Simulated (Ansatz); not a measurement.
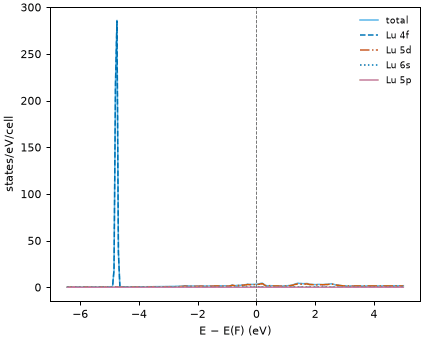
Figure. Total and projected density of states of Lu (hcp (Mg type), space group No. 194), plane-wave PAW PBEsol (Ansatz code)

**Question.** Which orbitals carry the states next to the Fermi level?

**Answer.** Within 0.5 eV of the Fermi level: Lu 5d 89 %. Projections are on Löwdin-orthogonalised atomic valence shells; empty p or d shells of many metals are not among them.

**Question.** Where is the tallest occupied peak in this window, and what makes it?

**Answer.** Near -4.8 eV, about 290 states/eV per cell; the largest projected share is Lu 4f.

Space group P6_3/mmc (hcp (Mg type)). The cell was relaxed with PBEsol under the symmetry of its start. Spin–orbit coupling is left out wherever it is not named.

Potentials: the earlier of the program's two PAW sets. The files were generated under PBE; for other functionals the program regenerates the frozen cores, and for LDA and PBEsol the local potential too.
